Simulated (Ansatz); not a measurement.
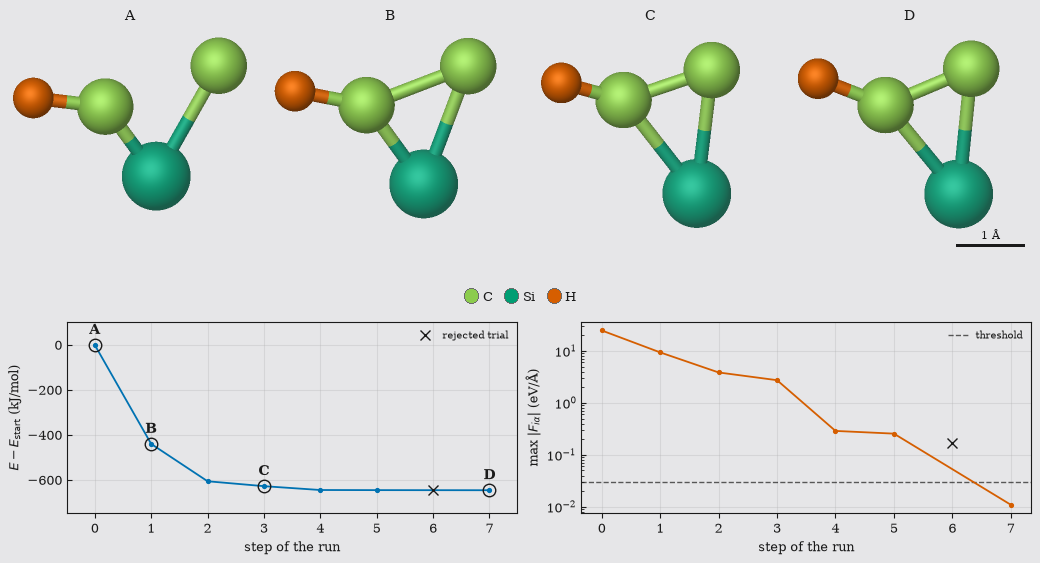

Frames of a relaxation of C2HSi (charge −1), marked on the history of the run. A ball-and-stick model, seen at a tilt.

It is one of the separated reactants of a reaction.

The calculation used Ansatz 0.2.0, RKS PBE-D4/def2-SVPD. Set-up: force threshold 0.03 eV/Å; at most 250 steps.

### What happens along the run?

The energy falls by 645.1 kJ/mol in 6 accepted moves (7 points after the start). Largest force component: 25 eV/Å at the start, 0.011 eV/Å at the end. The line search rejected the trial step at point 6 of the run. The atom that moves furthest after the best rigid fit is the Si atom (0.45 Å). Largest moves by element: Si 0.45 Å, C 0.41 Å, H 0.31 Å. Near-neighbour distances that change, for instance: C–Si 1.360 → 1.814 Å, C–C 1.787 → 1.376 Å, C–Si 1.916 → 1.951 Å, C–H 1.093 → 1.112 Å. New bonds form, among them: C–C (1.79 → 1.38 Å). Among the angles between lasting bonds that change: C–Si–C 63.5° → 42.7°, Si–C–H 134.2° → 151.9°. The run took 8 s on 2 threads of Intel Xeon Platinum 8259CL @ 2.50GHz, on a shared host. From step 0 to 1: the Si atom moves most (0.17 Å), energy −439.4 kJ/mol. From step 1 to 3: a C atom moves most (0.25 Å), energy −187.6 kJ/mol. From step 3 to 7: a C atom moves most (0.10 Å), energy −18.0 kJ/mol.
